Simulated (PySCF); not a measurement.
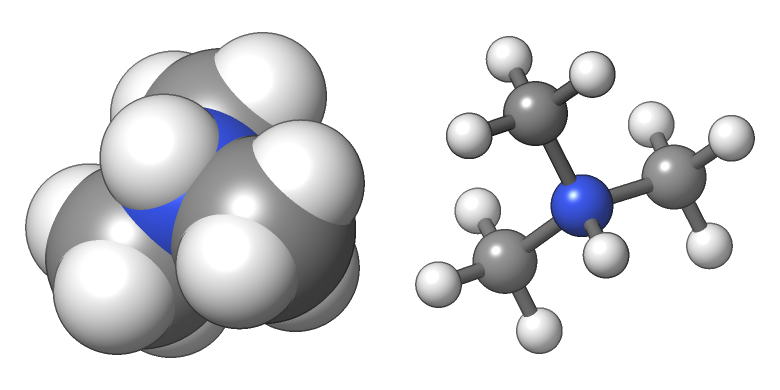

Both panels show the same species. Colours: carbon grey, nitrogen blue, hydrogen white.

State: charge +1, singlet. Computed geometry: GFN2-xTB optimisation. No frequency run is at hand to confirm it as a minimum.

Describe the molecule.

It has 14 atoms: 3 carbon, 10 hydrogen and 1 nitrogen (C₃H₁₀N⁺). As SMILES it reads `C[NH+](C)C`. It has no ring. The point group is C3v. Coordination: 3 C tetrahedral; 1 N tetrahedral.

More results for the same structure follow; atom numbers are the same in all pictures, views and colours differ.

Geometry

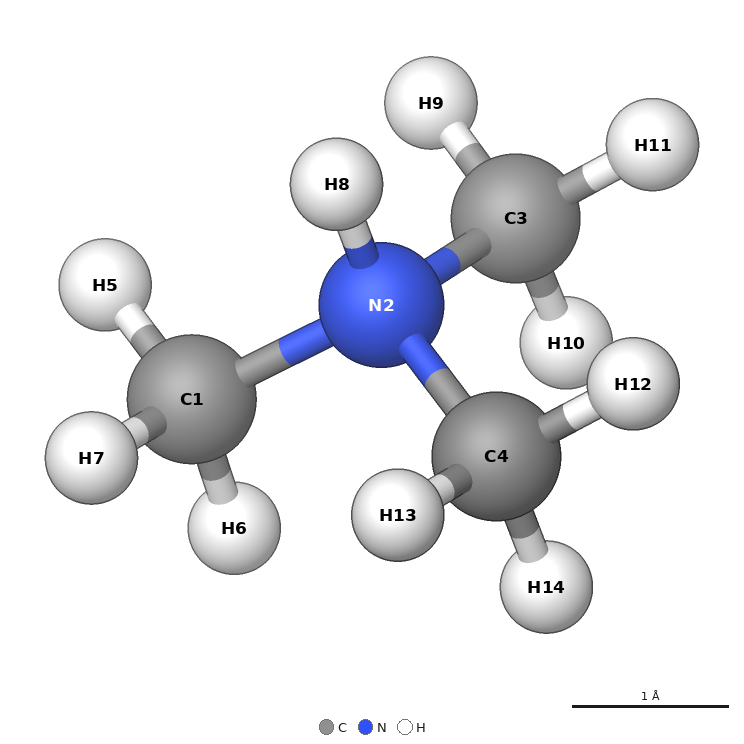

No frequency run is at hand to confirm it as a minimum.

What are the angles C1–N2–C3, C1–N2–H8, N2–C1–H5, N2–C1–H6?

| angle | degrees |
| --- | --- |
| C1–N2–C3 | 111.1 |
| C1–N2–H8 | 107.9 |
| N2–C1–H5 | 110.5 |
| N2–C1–H6 | 109.7 |

NMR shielding

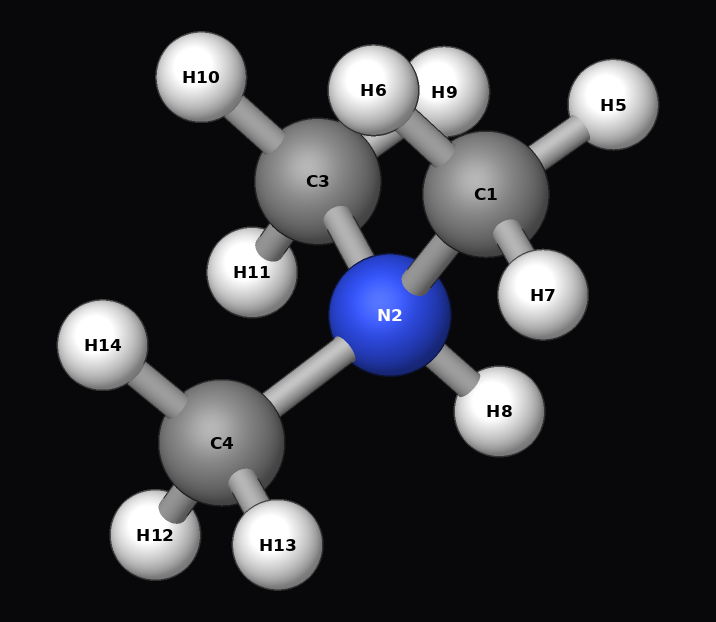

No frequency run is at hand to confirm it as a minimum. Level of theory: GIAO PBE0/pcSseg-1 NMR shielding, non-relativistic, gas phase (PySCF 2.14.0). Principal shieldings σ11 ≤ σ22 ≤ σ33, span Ω = σ33 − σ11, skew κ = 3(σiso − σ22)/Ω.

Give the shielding tensors of the N atoms.

```json
{"atom": "N2", "σ11": "204.8", "σ22": "204.9", "σ33": "210.1", "σiso": "206.6", "Ω": "5.2", "κ": "0.97"}
```

Shieldings and span in ppm.

Quadrupole coupling

No frequency run is at hand to confirm it as a minimum. Electric field gradients from the ground-state density, PBE0/pcSseg-1 (PySCF 2.14.0), non-relativistic apart from any core potentials.

Give the largest field-gradient component, the quadrupole coupling constant and the asymmetry for 14N at N2 (Q = 20.44 mb).

```tsv
atom	V_zz (a.u.)	e²qQ/h (MHz)	η
N2	−0.041	−0.197	0.00
```

Electronic properties

No frequency run is at hand to confirm it as a minimum. Level of theory: PBE0/def2-SVPD, gas phase (PySCF 2.14.0). Excitations: vertical, linear response.

What is the mean static polarisability?

41.4 bohr³.

Estimate the brightest of the 6 lowest singlets.

10.57 eV.

Estimate the lowest vertical singlet excitation.

10.35 eV.

What is the HOMO energy (Kohn–Sham orbital)?

−16.21 eV.
